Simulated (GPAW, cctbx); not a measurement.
# CdOs5: deformation density and structure factors from DFT

Question: by how much does bonding change the X-ray structure factors of CdOs5, how firmly does DFT give the change, and what does a routine refinement make of it?

The cell comes from substitution in a known structure type and wasn't matched to any measured phase. All numbers below are calculated.

**1. Find the equilibrium geometry**

The density hangs on the geometry, so cell and atoms are relaxed first, with the symmetry held. The cutoff is set higher than for the density because stress converges slowly with plane waves.

Settings: GPAW 26.7.0, PBE, 570 eV, 5×5×5 k-points, Fermi–Dirac width 0.1 eV, BFGS to 0.03 eV/Å.

```text
cell
1.0
     0.000000000    0.000000000    3.953000000
     4.884000000    0.000000000    0.000000000
    -2.442000000    4.229668072    0.000000000
Os Cd
5 1
Direct
0.500000000 0.000000000 0.500000000
0.500000000 0.500000000 0.500000000
0.500000000 0.500000000 0.000000000
0.000000000 0.666666667 0.333333333
0.000000000 0.333333333 0.666666667
0.000000000 0.000000000 0.000000000
```

```console
$ OMP_NUM_THREADS=1 mpirun -n 4 gpaw python run.py > gpaw.log
```

```text
BFGS:    0      -46.104806       11.532200
BFGS:    1      -48.599840        8.413203
BFGS:    2      -50.269309        5.708744
BFGS:    3      -51.260954        3.394594
...
BFGS:    9      -51.906683        0.269084
BFGS:   10      -51.911589        0.058841
BFGS:   11      -51.911793        0.000532
cell  4.5732 5.0594 5.0594  120.00 90.00 90.00
volume 101.381 A^3, largest force 0.000 eV/A, largest stress 0.01 GPa
```

The cell moved far, while the k-mesh and basis were chosen for the start, so the final shape may be somewhat biased.

After 11 steps the volume has changed by +24.2 % and the energy by -5.807 eV; the largest stress left is 0.01 GPa. It took 2.7 min on 4 cores of Intel(R) Xeon(R) Platinum 8375C CPU @ 2.90GHz (Ice Lake) (shared host), peak memory 1.1 GiB.

Relaxed structure: P6/mmm (no. 191), a = 5.0594 Å, b = 5.0594 Å, c = 4.5732 Å, α = 90.00°, β = 90.00°, γ = 120.00°.

| atom | mult. | x | y | z |
| --- | --- | --- | --- | --- |
| Os1 | 3 | 0 | 1/2 | 1/2 |
| Os2 | 2 | 2/3 | 1/3 | 0 |
| Cd1 | 1 | 0 | 0 | 0 |

**2. Density and charge transfer**

X-rays see the whole electron density, so the PAW density is rebuilt with its core regions. Subtracting spherical free atoms from the same code cancels the cores and leaves the deformation density Δρ, the part due to bonding.

Settings: PBE, 450 eV, 5×5×5 k-points, Fermi–Dirac width 0.1 eV; primitive cell of 6 atoms.

```console
$ OMP_NUM_THREADS=1 mpirun -n 4 gpaw python run.py > gpaw.log
```

```text
|iter:   1|       0s |  -52.878164 | +0.40 |       |
|iter:   2|       0s |  -52.671706 | -1.08 | -1.33 |
|iter:   3|       1s |  -52.350708 | -1.14 | -1.37 |
...
|iter:  14|       9s |  -51.680516c| -6.67 | -5.77c|
|iter:  15|      10s |  -51.680516c| -7.20 | -5.78c|
|iter:  16|      11s |  -51.680516c| -7.57c| -6.23c|
```

```text
grid (48, 50, 50)  electrons 428.000  moved by bonding 1.358 e
deformation density beyond 0.5 A of the nuclei: max 0.085, min -0.145 e/A^3
atom        x       y       z   Voronoi charge  moment
Os1    0.5000  0.0000  0.5000     -0.074       0.00
Os2    0.5000  0.5000  0.5000     -0.074       0.00
Os3    0.5000  0.5000  0.0000     -0.074       0.00
Os4    0.0000  0.6667  0.3333     -0.084       0.00
Os5    0.0000  0.3333  0.6667     -0.084       0.00
Cd6    0.0000  0.0000  0.0000      0.392       0.00
mean inner potential of superposed free atoms 32.008 V
total magnetic moment 0.000 muB
```

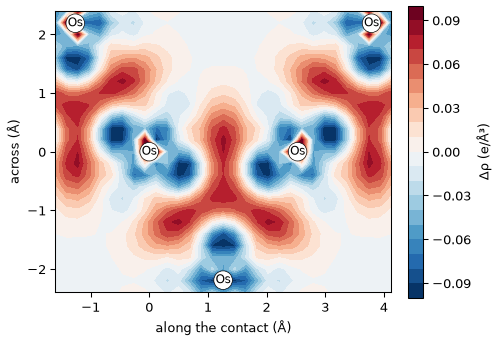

Deformation density in a plane through the shortest contact of the Os atom at the origin; red gains electrons, blue loses them.

Os gains most (-0.08 e) and Cd loses most (+0.39 e), in averages over each element's sites, as electronegativity suggests. Along the shortest contact from the Os atom at the map's origin, Os–Os at 2.53 Å, Δρ is +0.08 e/Å³ at the midpoint: a modest build-up. At the midpoints of other shortest contacts it is 0.00 (Os–Cd, 2.92 Å) e/Å³. Point values carry grid noise of about 0.01 e/Å³. The run needed 16 iterations, 20 s.

**3. From the density to structure factors**

The Fourier components of Δρ, added to those of the free atoms, give the static X-ray structure factors; the Mott–Bethe relation turns them into the Fourier components V of the potential that fast electrons feel.

```text
static structure factors of the conventional cell: F in electrons, V (Mott-Bethe) in volts
   h  k  l      d  |F| table  |F| free   |F| DFT   change   |V| free  |V| DFT  change %
   0  0  1  4.5732    26.913    26.853    27.097    0.244     1.085    0.854    -21.3
   1  0  0  4.3816    97.674    97.594    97.955    0.361     5.560    5.247     -5.6
   1  0  1  3.1638    41.444    41.438    41.330   -0.109     2.970    3.019      1.7
   1  1  0  2.5297   103.479   103.401   103.302   -0.100     5.960    5.989      0.5
   0  0  2  2.2866   351.992   351.661   351.150   -0.511    18.046   18.167      0.7
   1  1  1  2.2136   224.305   224.059   223.711   -0.348    11.507   11.584      0.7
   2  0  0  2.1908   161.520   161.332   161.106   -0.226     8.391    8.440      0.6
   1  0  2  2.0272    85.387    85.277    85.041   -0.235     3.479    3.522      1.3
   2  0  1  1.9758   205.496   205.195   204.712   -0.483     8.967    9.052      1.0
   1  1  2  1.6963    90.941    90.781    90.708   -0.073     4.322    4.331      0.2
   2  1  0  1.6561    80.695    80.524    80.411   -0.113     2.911    2.925      0.5
   2  0  2  1.5819   144.340   144.087   144.080   -0.007     6.326    6.327      0.0
   2  1  1  1.5571    32.156    32.116    32.038   -0.078     1.741    1.750      0.5
   0  0  3  1.5244    23.359    23.297    23.465    0.169     0.494    0.476     -3.6
```

The largest X-ray change is -0.51 e on 002, 0.1 % of |F|. For electrons V goes as (Z − F)/g², so a change of F counts against Z − F, which is small at low angle and wherever the atoms' terms cancel: |V| of 001 moves by -21.3 % (1.08 to 0.85 V) against +0.9 % in |F|. The last three rows still change by up to 0.17 e; the table stops while the angles are still low. The tabulated Hartree–Fock atoms differ from the free DFT atoms by up to 0.33 e, so the choice of reference atom matters too.

**4. Which functional?**

The same geometry is run with other functionals, to see whether the bonding signal is larger than the spread between approximations. Free atoms are LDA for LDA and PBE otherwise; meta-GGAs and hybrids keep PBE cores. Any other changed setting is in the row's label.

```
   run  ΔF 002 (e)  ΔF 201 (e)  ΔF 100 (e)  q(Os) (e)  moved (e)  time
   PBE      -0.511      -0.483      +0.361     -0.078      1.358  20 s
   LDA      -0.506      -0.473      +0.354     -0.076      1.319  18 s
r2SCAN      -0.419      -0.488      +0.405     -0.087      1.382  41 s
```

At the base's settings ΔF(002) spans -0.511 to -0.419 e, a spread of 18 % of the PBE value; over the three listed reflections the spread is at most 18 %, so sign and size hold across the functionals. Times are from shared hosts.

**5. Refining ordinary atoms against data with bonding**

Routine crystallography fits spherical atoms. To see the bias, intensities are simulated from tabulated atoms plus the DFT change ΔF, so that bonding alone can misfit (3408 reflections of the full sphere, merged to the counts below, to 0.5 Å, 1.5 % proportional noise plus counting noise, assumed isotropic U as listed, Δρ smeared by the mean U) and refined with cctbx over different ranges.

| range | data | R1 | GooF | U Os1 (true 0.0044) | U Os2 (true 0.0044) | U Cd1 (true 0.0053) | largest shift (Å) | Δρ max, min (e/Å³) |
| --- | --- | --- | --- | --- | --- | --- | --- | --- |
| all data | 210 | 0.0037 | 1.02 | 0.0044 | 0.0044 | 0.0053 | 0.0000 | 0.64, -1.05 |
| low resolution, d > 0.84 | 55 | 0.0034 | 1.09 | 0.0044 | 0.0044 | 0.0052 | 0.0000 | 0.45, -0.46 |
| high order, d < 0.75 | 137 | 0.0039 | 0.97 | 0.0044 | 0.0044 | 0.0053 | 0.0000 | 0.35, -0.82 |
| occupancies free, d > 0.7 | 87 | 0.0033 | 1.06 | 0.0045 | 0.0044 | 0.0054 | 0.0000 | 0.50, -0.54 |

With all data GooF is 1.02, so at this noise the bonding hardly shows; the top residual peak, near noise level, lies 2.29 Å from Cd and 2.29 Å from Cd. No U is off by more than 3 s.u. at low resolution. Symmetry fixes every coordinate, so the shifts are zero by construction. With Os1 held at 1 and the scale free, the other occupancies refine to Os2 0.998(0.001) and Cd1 1.000(0.003), within three s.u. of full.

**6. Answer**

Bonding moves 1.36 e in the primitive cell of CdOs5 and changes the structure factors of the conventional cell in the table above by at most 0.51 e (002, 0.1 %), and among reflections above 2 % of the strongest by up to 0.9 % (001). The shortest bond, Os–Os, has Δρ = +0.08 e/Å³ at its midpoint. At the base's settings ΔF(002) spans -0.511 to -0.419 e, a spread of 18 % of the PBE value; over the three listed reflections the spread is at most 18 %, so sign and size hold across the functionals. With all data GooF is 1.02, so at this noise the bonding hardly shows. Limits: static density, frozen cores, no spin–orbit coupling.

[Outputs are excerpts: Python notices, other lines and further rows are left out; steps that failed or that the build refused (PBEsol, TPSS) are not shown.]

[Logs are printed without paths, hosts, clocks, repeated set-up lines and the standing remarks that a program may print on its own settings, such as how far it seeks lower states.]
